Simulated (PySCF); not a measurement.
Input

```
{"job": {"kind": "nmr", "xc": "PBE0", "basis": "pcSseg-1"}, "charge": 0, "multiplicity": 1}
Si     0.283856    -0.105428    -0.912325
O      1.815371    -0.655060    -1.146537
O     -0.627160    -0.716696    -2.143229
O      0.349491     1.537018    -0.830108
O     -0.402559    -0.570618     0.505852
Si    -0.594776     0.062410     2.034057
H      1.883315    -1.518545    -1.564040
H     -1.566543    -0.799467    -1.955500
H      0.957233     1.973158    -1.433325
H      0.663870     0.710186     2.506947
H     -1.701203     1.063755     2.043481
H     -0.945425    -1.063462     2.945698
```

Command:

```sh
OMP_NUM_THREADS=1 python probes_run.py task.json out
```

Geometry: PBE0-D3(BJ)/def2-SVP.

All numbers below come from PySCF, PBE0/pcSseg-1, SCF density, gas phase, non-relativistic.

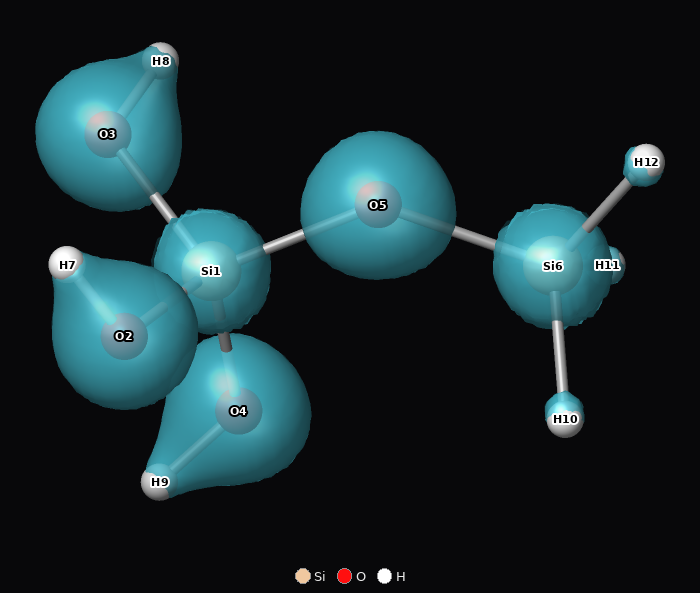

H₆O₄Si₂ ((OH)3Si-O-SiH3). Isosurface of the total electron density at 1.5 e/Å³ (cyan), seen across its widest extent.

### How is the density connected at this value?

At this value the surface falls into nine separate pieces. It bridges the sampled O–H (0.96 Å) contacts, where the density stays above the isovalue. It is pinched off along the sampled Si–O (1.64 Å) and Si–H (1.49 Å) contacts. On the grid the lowest density along these lines, outside the cores, is 0.95 e/Å³ (Si–O, 1.64 Å), 2.4 e/Å³ (O–H, 0.96 Å) and 0.8 e/Å³ (Si–H, 1.49 Å).
